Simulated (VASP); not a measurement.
Band structure of ZnS (zinc blende). Computed with PBE GGA with D4 dispersion, VASP's PBE PAW potentials (set 64) (plane waves; VASP).

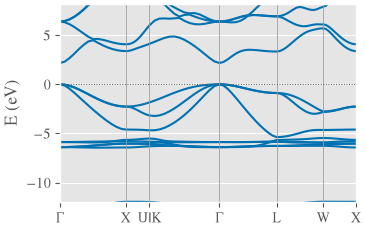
Fig. 1. Bands along high-symmetry lines, zero at the valence-band maximum or, without a gap, the Fermi level

Question: Read the plot: is there a gap, and where are the band edges?

Answer: The gap is direct, 2.17 eV, from the valence maximum at Γ to the conduction minimum at Γ. (Edges off the drawn lines would not show.)

Measured: gap 3.94 eV (computed value off by -1.77 eV), as given by Wei Chen et al., Physical Review Materials (2018), doi:10.1103/physrevmaterials.2.073803 [zero-point renormalisation of 0.1 eV added back (the table's ZPR column)].

The compound is ZnS in the zinc blende structure. It was relaxed first.
